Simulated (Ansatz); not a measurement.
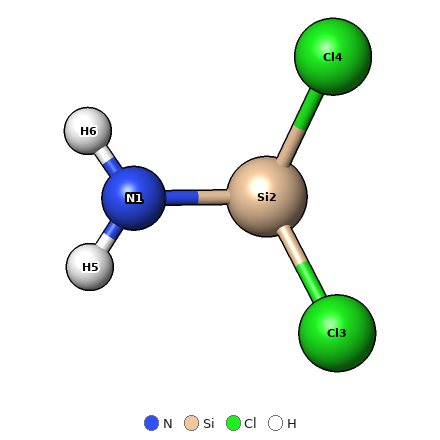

The system is Cl2H2NSi, SMILES N[Si](Cl)Cl, spin multiplicity 2; the picture shows the reference structure. 
- Coordinates scanned: (1) umbrella angle at N1 (between each of its bonds and their common axis; 90 is planar); (2) change of the bonds N1–Si2, N1–H5, N1–H6, all alike.
- Nothing is relaxed (all other coordinates rigid).
- The scan uses an 11 × 11 grid.
- Points are written as (first, second).
- Energies are in kcal/mol, from the lowest grid point.
- Method: Ansatz 0.2.0, UKS PBE0-D4/def2-SVP.

Its coordinates:

```yaml
atoms:
  - { symbol: N, position_ang: [-0.0493, 0.8987, -0.1510] }
  - { symbol: Si, position_ang: [-0.3510, -0.7082, 0.3721] }
  - { symbol: Cl, position_ang: [1.3126, -1.2992, 1.4675] }
  - { symbol: Cl, position_ang: [-0.5757, -1.8588, -1.3431] }
  - { symbol: H, position_ang: [0.3164, 1.5899, 0.4955] }
  - { symbol: H, position_ang: [-0.6109, 1.3136, -0.8872] }
```

Range: umbrella angle at N1 (between each of its bonds and their common axis; 90 is planar) from 66.0 to 114.0°; change of the bonds N1–Si2, N1–H5, N1–H6, all alike from −0.137 to 0.212 Å.

> What landscape does the calculation give?

The lowest grid point is at (99.6°, 0.002 Å). No other kind of well shows on this grid. The highest grid point, (66.0°, −0.137 Å), lies 46.7 kcal/mol above the lowest.

```csv
"second ↓, first →",66.0,70.8,75.6,80.4,85.2,90.0,94.8,99.6,104.4,109.2,114.0
0.212,39.8,40.9,42.5,43.9,44.6,44.3,43.1,41.3,39.2,37.3,36.2
0.177,30.4,30.9,32.0,33.0,33.4,33.2,32.2,30.7,29.0,27.6,27.0
0.142,22.0,21.9,22.5,23.1,23.4,23.1,22.3,21.0,19.7,18.8,18.8
0.107,15.0,14.3,14.3,14.5,14.6,14.3,13.7,12.7,11.8,11.4,12.0
0.072,9.7,8.3,7.9,7.7,7.6,7.3,6.8,6.1,5.6,5.7,6.9
0.037,6.5,4.6,3.6,3.1,2.8,2.5,2.1,1.7,1.6,2.2,4.0
0.002,6.1,3.6,2.1,1.3,0.8,0.4,0.1,0.0,0.3,1.4,3.8
−0.032,9.0,5.8,3.9,2.7,2.0,1.6,1.4,1.6,2.3,3.9,6.9
−0.067,16.1,12.3,9.9,8.3,7.4,7.0,6.9,7.3,8.4,10.6,14.1
−0.102,28.2,23.8,20.9,19.1,18.0,17.5,17.5,18.2,19.7,22.3,26.5
−0.137,46.7,41.7,38.3,36.1,34.8,34.2,34.4,35.3,37.2,40.4,45.2
```

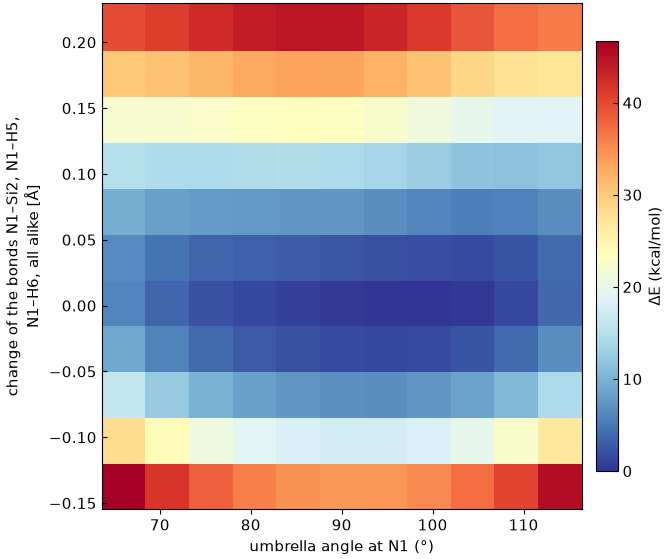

The picture shows one coloured cell a grid point.

Time for the 121 points that were run: 9.1 min on 1 thread of Arm Neoverse V2, with other jobs on the host.
